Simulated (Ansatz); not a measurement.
```xyz
5

P    -0.4766   -0.5085    0.4416
S     0.7988    0.9742   -0.4800
H     0.2828   -1.6620    0.0307
H    -1.3944   -0.6461   -0.6604
H     0.8392    1.7688    0.6266
```

Method: RKS PBE/def2-SVPD (Ansatz 0.2.0).

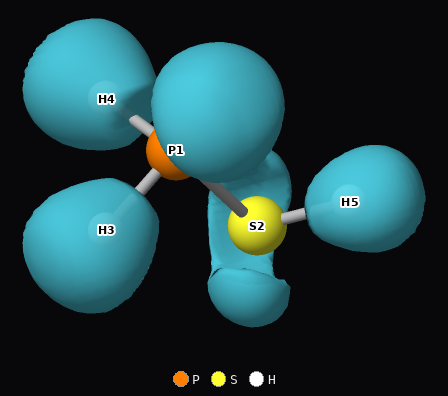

H₃PS. Isosurface of the ELF at 0.9 (cyan), seen at a tilt. Only the valence region is drawn (cores and ρ < 0.01 e/Å³ removed).

> Where are the electrons localised?

The ELF exceeds this value in three regions around hydrogen nuclei, one lobe on P, pointing away from the bonds (lone pairs) and one region wrapped around S (its lone pairs, merged into a ring or cap).

Values along the shortest contacts:
P–S (2.16 Å): the ELF peaks at about 0.90 between the atoms; a shared electron pair. S–H (1.36 Å): the ELF climbs to about 1 towards the hydrogen, as it does in any bond to H.
